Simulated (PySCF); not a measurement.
Vertical excitations of a molecule C10H7FS from TDA-PBE/def2-SVP run with PySCF, as energy in eV (oscillator strength): 4.21 (0.186), 4.22 (0.164), 4.71 (0.266), 4.78 (0.030), 5.02 (0.032), 5.09 (0.014). Lowest triplet (TDA): 2.91 eV. The structure is a stationary point at B3LYP-D3(BJ)/def2-SVP. Other conformers were not sampled.

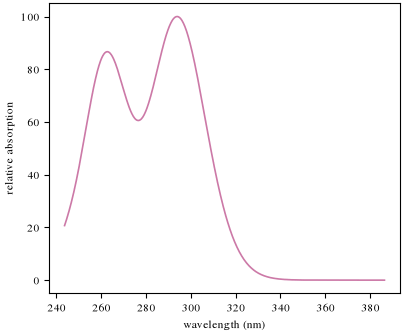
Figure. The lines broadened by 0.4 eV.

### Question
Identify the compound among the candidates.
A) C=Cc1cc2ccsc2cc1F
B) C=Cc1cc(F)c2sccc2c1
C) Fc1cc(S)cc2ccccc12
D) Fc1csc(-c2ccccc2)c1

### Answer
D, Fc1csc(-c2ccccc2)c1
